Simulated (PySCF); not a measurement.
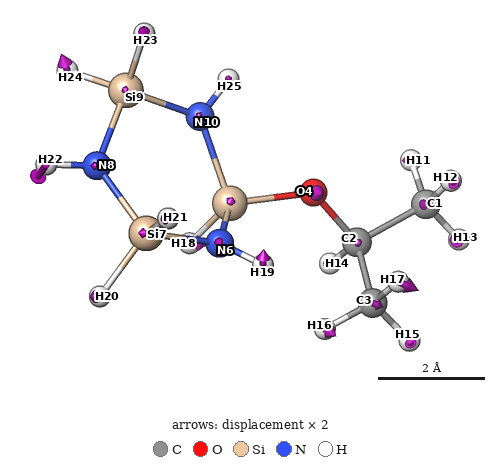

A relaxation of C3H15N3OSi3. The starting structure is drawn; purple arrows show the displacements, magnified 2 times. The two geometries are superimposed by the best rigid fit.

The picture is a ball-and-stick view, seen at a tilt.

The start comes from GFN2-xTB. Its atoms were then displaced at random by about 0.01 Å.

Method: PySCF, PBE0-D3(BJ)/def2-SVP geometry optimisation, gas phase. 

Atoms of which element are displaced furthest, and by how much?

Answer. Hydrogen: up to 0.43 Å, against 0.21 Å for oxygen.

Describe the change and its energy.

Answer. The energy falls by 0.417 eV in 12 geometry steps. An H atom moves most after the best rigid fit: 0.43 Å. By element the largest moves are H 0.43 Å, O 0.21 Å, C 0.12 Å, Si 0.08 Å, N 0.08 Å. Near-neighbour distances that change, for instance: H–Si 1.430 → 1.498 Å, C–H 1.043 → 1.100 Å, C–O 1.369 → 1.416 Å, H–Si 1.457 → 1.493 Å. Among the angles between lasting bonds that change: H–Si–H 111.8° → 107.0°, O–Si–H 111.9° → 107.4°, Si–N–H 118.9° → 114.4°. Cost: 9.7 min on 1 thread of AMD EPYC 7R43 64-Core Processor, with other jobs on the host.
